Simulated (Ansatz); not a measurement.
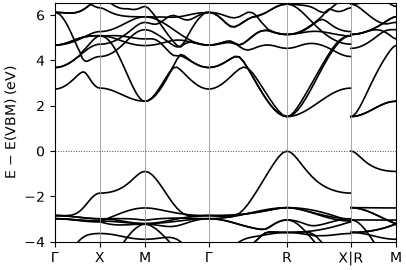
*Band structure from plane-wave PAW LDA (Ansatz code)*

Read off the gap and where the band edges lie.

About 1.5 eV (1.52 eV by a search for the band edges); maximum at R, minimum at R.

The material is CsPbCl$_{3}$ (cubic perovskite, Pm-3m).

This is a known high-temperature phase of the composition, computed here at zero pressure and temperature. Symmetry was held in the LDA relaxation. At this level the phase is dynamically unstable (imaginary phonons). Spin–orbit coupling is left out wherever it is not named.

Potentials: the later of the program's two PAW sets.
